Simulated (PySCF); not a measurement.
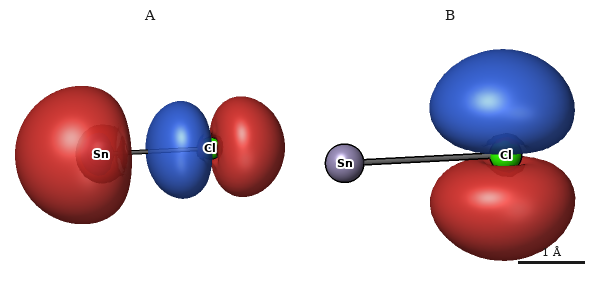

Figure 1: SnCl (charge −1, triplet). Two frontier β-spin orbitals, each drawn at the value that holds 80 % of its norm (red and blue are the two phases), in no order; of a degenerate pair one member is drawn.

Core potentials replace the inner electrons of Sn.

The calculation used PBE0/def2-TZVPPD, non-relativistic Hamiltonian with scalar-relativistic core potentials where named, at a bond length of 2.545 Å (PySCF 2.14.0).

Question: Label each orbital by symmetry, say whether it is occupied, and order them by energy.

Answer: Orbital B: π, occupied in this spin, −3.49 eV; mainly on Cl (90 %).
Orbital A: σ, occupied in this spin, −3.08 eV; shared between the atoms (Sn 50 %, Cl 50 %).
